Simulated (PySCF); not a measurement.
**BSiNH6 (SMILES NB[SiH3]), step by step**

Aim: a geometry optimisation (HF/STO-6G), then vibrational wavenumbers, then a single-point energy (APF/ANO-RCC-VDZ), then the vertical excitations (EOM-CCSD/pc-0) of BSiNH6. 

Program for the calculation: PySCF 2.14.0.

## (1) Starting point

BSiNH6 has 9 atoms, charge 0, and is taken as a singlet. SMILES: `NB[SiH3]`. Geometry: a rough force-field guess. The run starts from this shape.

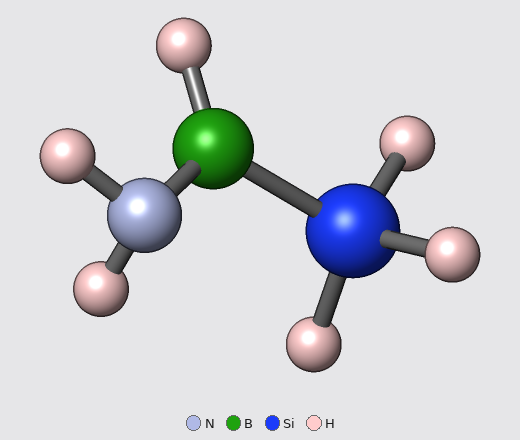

The structure, seen from a chosen angle (nitrogen light blue, boron green, silicon blue, hydrogen pink).

## (2) A geometry optimisation at HF/STO-6G (density fitting with cc-pvtz-jkfit) (run 1)

calc.py reads:

```python
from pyscf import gto
from pyscf.geomopt.geometric_solver import kernel as optimise

mol = gto.M(
    atom='''
N       -1.234500       0.728400      -0.772000
B        0.105900       0.678300      -0.179300
Si       0.600400      -0.898200       0.803900
H       -1.278600       0.032400      -1.509500
H       -1.339500       1.678600      -1.306600
H        0.872500       1.592000      -0.297600
H        0.582700      -2.074500      -0.056300
H        2.049900      -0.720800       1.297300
H       -0.270300      -1.062400       2.002900
''',
    verbose=3,
    basis='sto-6g',
    max_memory=1860,
)

mf = mol.RHF()
mf = mf.density_fit(auxbasis='cc-pvtz-jkfit')
converged, mol_eq = optimise(mf, maxsteps=100)
print('converged:', converged)
print(mol_eq.tostring())

mf.reset(mol_eq)
mol = mol_eq
mf.kernel()
e_final = mf.e_tot
print('E(%s) = %.9f' % ('HF', e_final))
```

Command:

```
$ OMP_NUM_THREADS=1 python calc.py
```

The log of the run:

```text
maxiter                   100
----------------------------------------------------------
Custom engine selected.
Bonds will be generated from interatomic distances less than 1.20 times sum of covalent radii
27 internal coordinates being used (instead of 27 Cartesians)
Internal coordinate system (atoms numbered from 1):
Distance 1-2
Distance 1-4
Distance 1-5
Distance 2-3
Distance 2-6
Distance 3-7
Distance 3-8
Distance 3-9
Angle 2-1-4
Angle 2-1-5
Angle 4-1-5
Angle 1-2-6
Angle 3-2-6
Angle 2-3-7
Angle 2-3-8
Angle 2-3-9
Angle 7-3-8
Angle 7-3-9
Angle 8-3-9
Out-of-Plane 2-1-3-6
Dihedral 4-1-2-3
Dihedral 4-1-2-6
Dihedral 5-1-2-3
Dihedral 5-1-2-6
Dihedral 1-2-3-7
Dihedral 1-2-3-8
Dihedral 1-2-3-9
Dihedral 6-2-3-7
Dihedral 6-2-3-8
Dihedral 6-2-3-9
Translation-X 1-9
Translation-Y 1-9
Translation-Z 1-9
Rotation-A 1-9
[... 7 lines left out ...]
> Will converge when all 5 criteria are reached:
[... 18 lines left out ...]
converged SCF energy = -370.274180052016
[... 20 lines left out ...]
converged SCF energy = -370.299154387864
[... 41 lines left out ...]
converged SCF energy = -370.316756536766
[... 41 lines left out ...]
converged SCF energy = -370.324083540859
[... 41 lines left out ...]
converged SCF energy = -370.324255230838
[... 32 lines left out ...]
Converged! =D
[... 1 line left out ...]
converged: True
N          -0.99422885        0.78755063       -0.95612697
B           0.16977405        0.71758616       -0.23303663
Si          0.66509271       -0.89073757        0.78618889
[... 5 lines of this table left out ...]
H          -0.29198634       -1.16477143        1.79967525
converged SCF energy = -370.324256068221
E(HF) = -370.324256068
```

Run time: 6.9 s. Hardware: 1 thread of AMD EPYC 7B13 (Zen 3), shared host; peak memory 0.15 GiB.

Steps, from the record of the run:

```tsv
step	energy from the first frame kept (eV)	largest force (eV/Å)
0	0.0000	4.9025
1	-0.6796	1.9821
2	-1.0435	1.7961
3	-1.1586	2.8623
4	-1.3367	0.8543
5	-1.3579	0.2426
6	-1.3623	0.1399
7	-1.3626	0.0215
8	-1.3626	0.0056
```

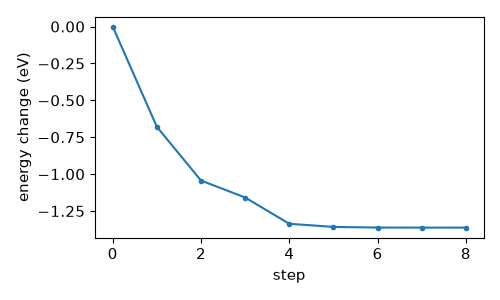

Energy along the run.

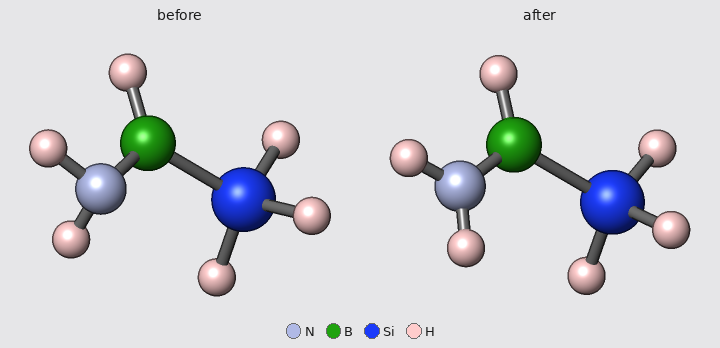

Before and after, at one scale.

After the run. Bond lengths: N1–B2 1.372 Å, B2–Si3 1.967 Å, N1–H4 1.016 Å, N1–H5 1.016 Å, B2–H6 1.155 Å, Si3–H7 1.421 Å, Si3–H8 1.419 Å, Si3–H9 1.421 Å. Some angles: N1–B2–Si3 121.9°, N1–B2–H6 116.5°, Si3–B2–H6 121.6°, B2–N1–H4 124.9°, B2–N1–H5 123.5°, B2–Si3–H7 111.1°, B2–Si3–H8 112.4°, B2–Si3–H9 111.0°, H4–N1–H5 111.5°, H7–Si3–H8 107.6°.

## (3) Vibrational wavenumbers at HF/STO-6G (density fitting with cc-pvtz-jkfit) (run 2)

run.py reads:

```python
# NB[SiH3]
import numpy
from pyscf import gto, symm
from pyscf.hessian import thermo

molecule = gto.Mole()
molecule.atom = '''
N   -1.110239   0.904493  -1.067369
B    0.053764   0.834528  -0.344279
Si   0.549083  -0.773796   0.674947
H   -1.795409   0.158327  -1.140167
H   -1.390666   1.721771  -1.601567
H    0.729678   1.771140  -0.364196
H    0.601682  -1.916283  -0.167872
H    1.814514  -0.646072   1.303692
H   -0.407996  -1.047829   1.688433
'''
molecule.verbose = 3
molecule.charge = 0
molecule.basis = 'sto-6g'
molecule.spin = 0
molecule.max_memory = 1860
molecule.build()

calc0 = molecule.RHF()
calc0 = calc0.density_fit(auxbasis='cc-pvtz-jkfit')
calc0.kernel()

e_tot = calc0.e_tot
print('E = %.10f Eh' % e_tot)
hess = calc0.Hessian().kernel()
modes = thermo.harmonic_analysis(molecule, hess)
print('frequencies (1/cm)', numpy.round(modes['freq_wavenumber'], 1))
symm.geom.TOLERANCE = 1e-3  # for the symmetry number
th = thermo.thermo(calc0, modes['freq_au'], 350, 101325)
thermo.dump_thermo(molecule, th)
```

Command:

```
$ OMP_NUM_THREADS=1 python run.py
```

The log of the run:

```text
converged SCF energy = -370.32425606817
E = -370.3242560682 Eh
frequencies (1/cm) [   0. +87.1j  301.  +0.j   521.2 +0.j   704.3 +0.j   728.  +0.j
  796.1 +0.j   804.4 +0.j  1102.4 +0.j  1107.1 +0.j  1194.9 +0.j
 1263.4 +0.j  1266.4 +0.j  1381.3 +0.j  1619.2 +0.j  1969.9 +0.j
 2846.7 +0.j  2884.4 +0.j  2894.8 +0.j  3236.7 +0.j  4023.1 +0.j
 4205.3 +0.j ]
temperature 350.0000 [K]
pressure 101325.00 [Pa]
Rotational constants [GHz] 34.47162 4.62769 4.26096
Symmetry number 1
Zero-point energy (ZPE) 0.07940 [Eh]   208452.251 [J/mol]
                           tot       elec      trans        rot        vib
Entropy [J/mol/K]       283.031      0.000    162.922    101.050     19.060
Cv [J/mol/K]             63.049      0.000     12.472     12.472     38.106
Cp [J/mol/K]             71.364      0.000     20.786     12.472     38.106
Internal energy [J/mol]                      4365.091   4365.091 213095.477
Internal energy [Eh]   -370.23977  -370.32426
Enthalpy [J/mol]                             7275.152   4365.091 213095.477
Enthalpy [Eh]          -370.23866
Gibbs free energy [J/mol]                  -49747.480 -31002.300 206424.562
Gibbs free energy [Eh] -370.27639
```

It took 6.6 s on 1 thread of AMD EPYC 7B13 (Zen 3), shared host; peak memory 0.2 GiB.

## (4) The energy at APF/ANO-RCC-VDZ (sfX2C) (run 3)

input.py reads:

```python
# NB[SiH3]
from pyscf import gto, dft

mol = gto.Mole()
mol.atom = '''
N     -0.994229     0.787551    -0.956127
B      0.169774     0.717586    -0.233037
Si     0.665093    -0.890738     0.786189
H     -1.679399     0.041385    -1.028925
H     -1.274656     1.604829    -1.490325
H      0.845688     1.654198    -0.252954
H      0.717692    -2.033225    -0.056630
H      1.930524    -0.763014     1.414934
H     -0.291986    -1.164771     1.799675
'''
mol.spin = 0
mol.max_memory = 1860
mol.basis = 'ano-rcc-vdz'
mol.verbose = 3
mol.build()

myscf = dft.RKS(mol)
myscf.xc = 'apf'
myscf = myscf.x2c()
myscf.kernel()

energy = myscf.e_tot
print('E = %.10f Eh' % energy)
myscf.analyze()
```

Command:

```
$ OMP_NUM_THREADS=1 python input.py
```

The log of the run:

```text
converged SCF energy = -373.180924074527
E = -373.1809240745 Eh
**** MO energy ****
MO #1   energy= -66.3016950706249  occ= 2
MO #2   energy= -14.3767414511838  occ= 2
MO #3   energy= -6.75470532990522  occ= 2
MO #4   energy= -5.30310551126401  occ= 2
MO #5   energy= -3.61909038319355  occ= 2
MO #6   energy= -3.61902143452307  occ= 2
MO #7   energy= -3.61734523662205  occ= 2
MO #8   energy= -0.901613838245251 occ= 2
MO #9   energy= -0.578314857482343 occ= 2
MO #10  energy= -0.542821302334419 occ= 2
MO #11  energy= -0.521354453798842 occ= 2
MO #12  energy= -0.399431537765083 occ= 2
MO #13  energy= -0.357868528710762 occ= 2
MO #14  energy= -0.345793080174143 occ= 2
MO #15  energy= -0.319349024932128 occ= 2
MO #16  energy= -0.289535962700665 occ= 2
MO #17  energy= -0.0105044304325821 occ= 0
MO #18  energy= 0.00617751662944155 occ= 0
MO #19  energy= 0.0464269449339181 occ= 0
MO #20  energy= 0.0651313868813246 occ= 0
MO #21  energy= 0.0819791807695469 occ= 0
MO #22  energy= 0.107036025722706  occ= 0
MO #23  energy= 0.119308402347046  occ= 0
MO #24  energy= 0.170925798563847  occ= 0
MO #25  energy= 0.224663554021094  occ= 0
MO #26  energy= 0.239556012169845  occ= 0
MO #27  energy= 0.286563737000454  occ= 0
MO #28  energy= 0.334688798615856  occ= 0
MO #29  energy= 0.376957248145382  occ= 0
MO #30  energy= 0.430519149759565  occ= 0
MO #31  energy= 0.445309858322487  occ= 0
MO #32  energy= 0.468864533124058  occ= 0
MO #33  energy= 0.508619739901349  occ= 0
MO #34  energy= 0.621334076173245  occ= 0
MO #35  energy= 0.627828045141567  occ= 0
MO #36  energy= 0.668578843128188  occ= 0
MO #37  energy= 0.694476891265418  occ= 0
MO #38  energy= 0.749270698475117  occ= 0
MO #39  energy= 0.798336076940858  occ= 0
MO #40  energy= 0.839244677162716  occ= 0
MO #41  energy= 0.908182570728372  occ= 0
MO #42  energy= 1.40352714151315   occ= 0
MO #43  energy= 1.52916113114523   occ= 0
 ** Mulliken atomic charges  **
charge of    0N =     -0.36019
charge of    1B =     -0.14016
charge of    2Si =      0.19900
charge of    3H =      0.22681
charge of    4H =      0.23112
charge of    5H =      0.01505
charge of    6H =     -0.05864
charge of    7H =     -0.05546
charge of    8H =     -0.05753
Dipole moment(X, Y, Z, Debye): -1.93533,  0.74487, -1.48249
```

It took 6.6 s on 1 thread of AMD EPYC 7B13 (Zen 3), shared host; peak memory 0.26 GiB.

## (5) The excited states at EOM-CCSD/pc-0 (root kind ee, spin of roots triplet) (run 4)

job.py reads:

```python
# NB[SiH3]
import numpy
from pyscf import gto, scf, cc

molecule = gto.M(
    atom='''
N   -0.994229   0.787551  -0.956127
B    0.169774   0.717586  -0.233037
Si   0.665093  -0.890738   0.786189
H   -1.679399   0.041385  -1.028925
H   -1.274656   1.604829  -1.490325
H    0.845688   1.654198  -0.252954
H    0.717692  -2.033225  -0.056630
H    1.930524  -0.763014   1.414934
H   -0.291986  -1.164771   1.799675
''',
    basis='pc-0',
    verbose=4,
    max_memory=1860,
)

calc0 = scf.RHF(molecule)
calc0.kernel()

mycc = cc.CCSD(calc0, frozen=7)
mycc.kernel()
etot = mycc.e_tot
print('E = %.10f Eh' % etot)

e, vec = mycc.eomee_ccsd_triplet(nroots=6)
roots = numpy.atleast_1d(e) * 27.211386
print('EOM-EE-CCSD roots (eV)')
for i, w in enumerate(roots, 1):
    print('%3d %10.4f' % (i, w))
```

Command:

```
$ OMP_NUM_THREADS=1 python job.py
```

The log of the run:

```text
PySCF version 2.14.0

[... 61 lines left out ...]
converged SCF energy = -371.173436820229
[... 12 lines left out ...]
Init t2, MP2 energy = -371.376563318308  E_corr(MP2) -0.203126498079246
[... 13 lines left out ...]
CCSD converged
[... 3 lines left out ...]
******** <class 'pyscf.cc.eom_rccsd.EOMEETriplet'> ********
max_space = 20
max_cycle = 50
conv_tol = 1e-07
partition = None
EOM-CCSD root 0 E = 0.2245877753770301  qpwt = 0.967507  conv = True
EOM-CCSD root 1 E = 0.2310408498276484  qpwt = 0.960494  conv = True
EOM-CCSD root 2 E = 0.311808179803955  qpwt = 0.954407  conv = True
EOM-CCSD root 3 E = 0.3209544218405767  qpwt = 0.943517  conv = True
EOM-CCSD root 4 E = 0.3249945842506336  qpwt = 0.954523  conv = True
EOM-CCSD root 5 E = 0.3367380305562637  qpwt = 0.952089  conv = True
EOM-EE-CCSD roots (eV)
  1     6.1113
  2     6.2869
  3     8.4847
  4     8.7336
  5     8.8436
  6     9.1631
```

It took 5.4 s on 1 thread of AMD EPYC 7B13 (Zen 3), shared host; peak memory 0.16 GiB.

The roots found:

```tsv
excited state	energy (eV)
1	6.111
2	6.287
3	8.485
4	8.734
5	8.844
6	9.163
```

## (6) What came out

```
                                                         quantity                 value
                        run 1, HF/STO-6G: total energy at the end         -370.32426 Eh
                                  run 1, HF/STO-6G: dipole moment                1.98 D
                                    run 1, HF/STO-6G: HOMO energy              -9.16 eV
                                    run 1, HF/STO-6G: LUMO energy               8.50 eV
                                  run 1, HF/STO-6G: HOMO–LUMO gap              17.67 eV
                     run 2, HF/STO-6G: lowest harmonic wavenumber  87i cm⁻¹ (imaginary)
                    run 2, HF/STO-6G: highest harmonic wavenumber             4205 cm⁻¹
                             run 3, APF/ANO-RCC-VDZ: total energy         -373.18092 Eh
                            run 3, APF/ANO-RCC-VDZ: dipole moment                2.55 D
                              run 3, APF/ANO-RCC-VDZ: HOMO energy              -7.88 eV
                              run 3, APF/ANO-RCC-VDZ: LUMO energy              -0.29 eV
                            run 3, APF/ANO-RCC-VDZ: HOMO–LUMO gap               7.59 eV
          run 4, EOM-CCSD/pc-0: ground-state or mean-field energy         -371.41186 Eh
       run 4, EOM-CCSD/pc-0: dipole moment (Hartree–Fock density)                2.40 D
        run 4, EOM-CCSD/pc-0: HOMO energy (Hartree–Fock orbitals)             -11.01 eV
        run 4, EOM-CCSD/pc-0: LUMO energy (Hartree–Fock orbitals)               3.32 eV
      run 4, EOM-CCSD/pc-0: HOMO–LUMO gap (Hartree–Fock orbitals)              14.32 eV
run 4, EOM-CCSD/pc-0: correlation energy (7 core orbitals frozen)            -238.4 mEh
                              run 4, EOM-CCSD/pc-0: T1 diagnostic                 0.015
           run 4, EOM-CCSD/pc-0: lowest triplet excitation energy               6.11 eV
```

The optimisation (run 1, HF/STO-6G) took 8 steps and changed the energy by -1.363 eV. 1 mode is imaginary (lowest 87i cm⁻¹): a first-order saddle point. The basis has no diffuse functions, so Rydberg states are missing or pushed up, and the true lowest state may lie lower. Mulliken charges (run 4, EOM-CCSD/pc-0) of the mean-field density run from -0.80 on N1 to +0.37 on Si3; they depend strongly on the basis.
